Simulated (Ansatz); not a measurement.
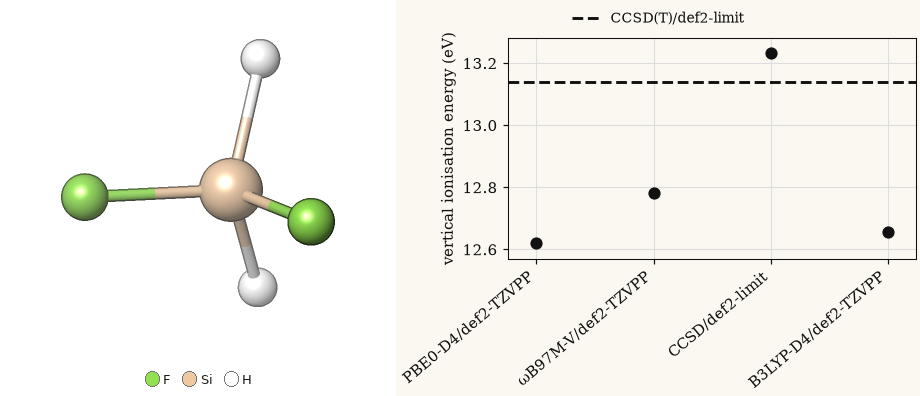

Vertical ionisation energy of SiH₂F₂, SMILES F[SiH2]F, taken as the energy of the cation less that of the neutral at fixed geometry (unrestricted doublet cation, cores frozen in correlated methods, no spin-orbit coupling), the Ansatz code, at a PBE0-D4/def2-TZVP geometry (a minimum by its frequencies). Limit means an estimate of the basis limit from triple and quadruple zeta; for coupled cluster it is either extrapolated directly or built as the MP2 limit plus the step from MP2 in triple zeta.

> Which level comes closest to the line (CCSD(T)/def2-limit), and which misses most?

Closest CCSD/def2-limit (13.23 eV), against 13.14 eV; farthest PBE0-D4/def2-TZVPP (12.62 eV).

> Give the values.

| level | eV | less CCSD(T)/def2-limit |
| --- | --- | --- |
| PBE0-D4/def2-TZVPP | 12.62 | −0.52 |
| ωB97M-V/def2-TZVPP | 12.78 | −0.36 |
| CCSD/def2-limit | 13.23 | 0.09 |
| B3LYP-D4/def2-TZVPP | 12.66 | −0.48 |
| CCSD(T)/def2-limit | 13.14 | 0.00 |
